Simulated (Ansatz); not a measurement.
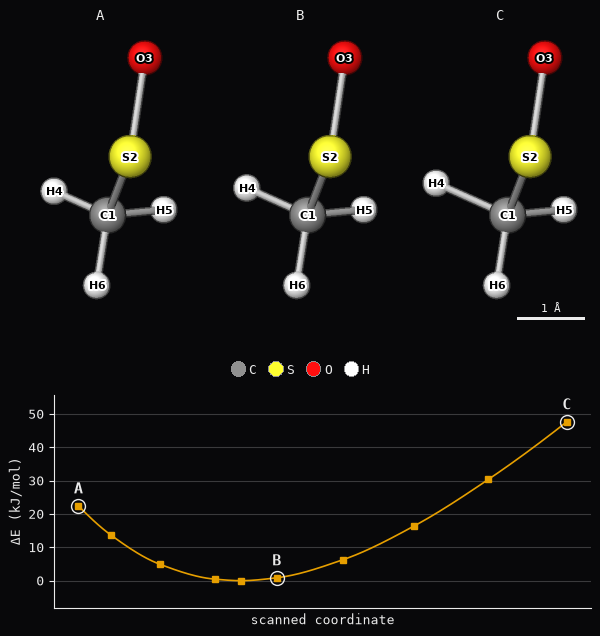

Frames of a one-coordinate scan of CH3OS (charge −1). The picture is a ball-and-stick view, seen from a free direction.

Level of theory: PBE0-D4 (def2-TZVPPD, Ansatz), on geometries moved rigidly from the minimum at PBE0-D4/def2-TZVPD. Energies are counted from the PBE0-D4/def2-TZVPD minimum geometry at the same level.

Which coordinate changes from frame to frame?

The C1–H4 distance is varied, with the rest of the molecule carried along rigidly. In the frames the distance is 0.988 Å (A), 1.122 Å (B), 1.318 Å (C). Of the computed points the lowest is at the distance 1.098 Å, 0.0 kJ/mol. At the ends of the scan the energy is 22.4 kJ/mol (0.988 Å) and 47.7 kJ/mol (1.318 Å). The curvature at the lowest point is about 31 eV/Å² (5 mdyn/Å). The well is steeper on the short side, as for any bond.
